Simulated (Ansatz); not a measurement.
# SiN2H5 (SMILES N[SiH]N) at U-wB97X/def2-SVPD

What is the electronic atomisation energy of SiN2H5 at U-wB97X/def2-SVPD? 

The calculation is run with Ansatz 0.2.0.

50 further runs of the same task are left out: 50 set aside as unsound or not needed.

## 1. Starting point

SiN2H5 has 8 atoms, charge 0, and is taken as a doublet. As SMILES, `N[SiH]N`. Geometry: relaxed at PBE0-D4/def2-TZVP. This is one conformer, not always the lowest.

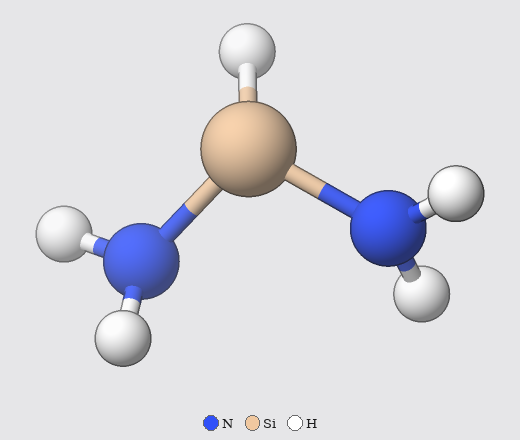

Viewed from a chosen angle; nitrogen blue, silicon light orange, hydrogen white.

## 2. A single-point energy at U-wB97X/def2-SVPD

The input, in.yaml:

```yaml
crystal:
  periodic: [false, false, false]
  atoms:
    - {symbol: "N", position_ang: [-1.027000, 0.622100, -0.768300]}
    - {symbol: Si, position_ang: [0.527700, 0.579900, -0.050700]}
    - {symbol: "N", position_ang: [0.789500, -1.052600, 0.425100]}
    - {symbol: H, position_ang: [-1.817900, 0.144500, -0.364600]}
    - {symbol: H, position_ang: [-1.296600, 1.349400, -1.406800]}
    - {symbol: H, position_ang: [0.716400, 1.354100, 1.225100]}
    - {symbol: H, position_ang: [0.730800, -1.794000, -0.255200]}
    - {symbol: H, position_ang: [1.468900, -1.260500, 1.139500]}
basis:
  gaussian: {orbitals: def2-SVPD}
total_charge: 0
magnetization: {spin_polarized: true, initial_magnetization: 1}
hamiltonian: {xc: {name: wB97X}}
accuracy: high
output: {orbitals: {seedname: orbitals}}
```

Run with:

```
ansatz run in.yaml --threads 1 --pin off --max-ram 3480MiB --events-out events.jsonl --progress --plain --runs-dir runs
```

Standard output:

```text
Warning: RAYON_NUM_THREADS=1 ignored (pool sized by the plan → 1); use --threads N
Functional definition: wB97X
  name "wB97X"
  parameter omega = 0.3/bohr
  parameter cx = 0.157706
  parameter cx1 = 0.726479
  parameter cx2 = 1.04760
  parameter cx3 = -5.70635
  parameter cx4 = 13.2794
  parameter css1 = -4.33879
  parameter css2 = 18.2308
  parameter css3 = -31.7430
  parameter css4 = 17.2901
  parameter cos1 = 2.37031
  parameter cos2 = -11.3995
  parameter cos3 = 6.58405
  parameter cos4 = -3.78132
  exchange = spin_sum(e_x_unif_sr(omega)*poly(b97_u_x, 1 - cx, cx1, cx2, cx3, cx4)) + cx*exact_x_sr(omega)
      + exact_x_lr(omega)
  correlation = spin_sum(e_c_pw_same_spin*poly(b97_u_same, 1, css1, css2, css3, css4))
      + integral(e_c_pw_opposite_spin*poly(b97_u_opposite, 1, cos1, cos2, cos3, cos4))
2133 factors; integrals over basis functions are off by at most 3.5e-9 eV
437 factors; integrals over basis functions are off by at most 1.6e-9 eV
mean field evaluation 1: about -10927.5308 eV, gradient 3.9e1 eV
mean field evaluation 2: about -10927.7766 eV, gradient 3.8e1 eV
mean field evaluation 4: about -10933.6905 eV, gradient 5.9e-1 eV
mean field evaluation 8: about -10933.7589 eV, gradient 8.7e-2 eV
mean field evaluation 16: about -10933.7591 eV, gradient 2.2e-4 eV
mean field -10933.75905236 eV, -401.8082340062 hartree, gradient 2.2e-8 eV, S^2 0.752479; 0 other end points of the search recorded, 0 dependent functions left out
reference -10933.75904944 eV, -401.8082338989 hartree; 17, 16 occupied and 87, 88 virtual orbitals, 2133 factors
Total energy: -10933.75904944 eV, -401.8082338989 hartree
```

Run time: 45 s. Hardware: 1 thread of Arm Neoverse V2, shared host; peak memory 0.85 GiB.

## 3. The H atom

The input, in.yaml:

```yaml
basis:
  gaussian: {orbitals: def2-SVPD}
crystal:
  periodic: [false, false, false]
  atoms:
    - symbol: H
      position_ang: [0.000000, 0.000000, 0.000000]
magnetization: {spin_polarized: true, initial_magnetization: 1}
hamiltonian: {xc: {name: wB97X}}
accuracy: high
```

Run the same way, it converges to -0.50060 Eh (log not shown).

## 4. The N atom

The input, in.yaml:

```yaml
crystal:
  periodic: [false, false, false]
  atoms:
    - {symbol: N, position_ang: [0.000000, 0.000000, 0.000000]}
basis:
  gaussian:
    orbitals: def2-SVPD
magnetization:
  spin_polarized: true
  initial_magnetization: 3
hamiltonian:
  xc: {name: wB97X}
accuracy: high
```

Run with:

```
ansatz run in.yaml --threads 1 --pin off --max-ram 3480MiB --events-out events.jsonl --progress --plain --runs-dir runs
```

Standard output, shortened:

```text
Warning: RAYON_NUM_THREADS=1 ignored (pool sized by the plan → 1); use --threads N
[... 2 set-up lines as earlier in the session ...]
[...]
      + exact_x_lr(omega)
[...]
      + integral(e_c_pw_opposite_spin*poly(b97_u_opposite, 1, cos1, cos2, cos3, cos4))
163 factors; integrals over basis functions are off by at most 3.0e-9 eV
76 factors; integrals over basis functions are off by at most 1.6e-9 eV
[...]
mean field -1483.78140630 eV, -54.5279609382 hartree, gradient 6.6e-9 eV, S^2 3.757468; 0 other end points of the search recorded, 0 dependent functions left out
reference -1483.78140541 eV, -54.5279609057 hartree; 5, 2 occupied and 15, 18 virtual orbitals, 163 factors
Total energy: -1483.78140541 eV, -54.5279609057 hartree
```

Wall time 1.2 s (1 thread of Arm Neoverse V2, shared host); peak memory 0.13 GiB.

## 5. The Si atom at the same level

The input, molecule.yaml:

```yaml
basis:
  gaussian:
    orbitals: def2-SVPD
crystal:
  periodic: [false, false, false]
  atoms:
    - symbol: Si
      position_ang: [0.000000, 0.000000, 0.000000]
magnetization:
  spin_polarized: true
  initial_magnetization: 2
accuracy: high
hamiltonian:
  xc: {name: wB97X}
```

Run the same way, it converges to -289.26259 Eh (log not shown).

## 6. What came out

Level: U-wB97X/def2-SVPD.

| quantity | value |
| --- | --- |
| molecule: total energy | -401.80823 Eh |
| molecule: HOMO energy (highest over α and β) | -7.23 eV |
| molecule: LUMO energy (lowest over α and β) | -0.01 eV |
| molecule: ⟨S²⟩ | 0.752 |
| H atom: total energy | -0.50060 Eh |
| H atom: ⟨S²⟩ | 0.750 |
| N atom: total energy | -54.52796 Eh |
| N atom: ⟨S²⟩ | 3.757 |
| Si atom: total energy | -289.26259 Eh |
| Si atom: ⟨S²⟩ | 2.005 |
| electronic atomisation energy | 26.850 eV |

In words: Taking the molecule apart into free atoms costs 26.85 eV (2591 kJ/mol), before zero-point energy and without spin-orbit coupling.
